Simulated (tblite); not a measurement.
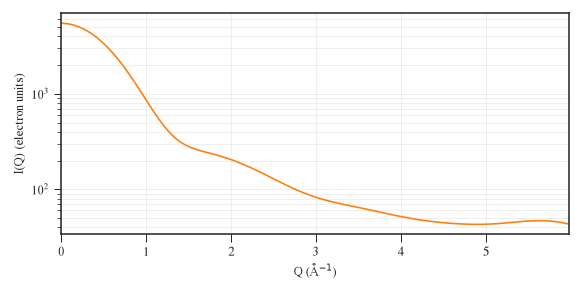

Elastic X-ray scattering of a randomly oriented, rigid molecule, calculated with the Debye equation from neutral-atom form factors (independent atoms, no Compton part, no vibration). The geometry is the end point of an optimisation (GFN2-xTB geometry optimisation, gas phase (tblite 0.8.0)); it may be a saddle point or a higher isomer. It contains C, N, H.

> How many electrons does the independent-atom model of the molecule hold?

I(0) is the square of the electron number: I(0) = 5470, so about 74 electrons, the count of C8H12N2.

> What radius of gyration does the initial fall-off give?

From I(Q) ≈ I(0) exp(−Q²R²/3) at small Q, R ≈ 2.40 Å. It is larger than the electron-weighted radius of the nuclear positions alone (2.27 Å), because each atom's electron cloud adds to it.
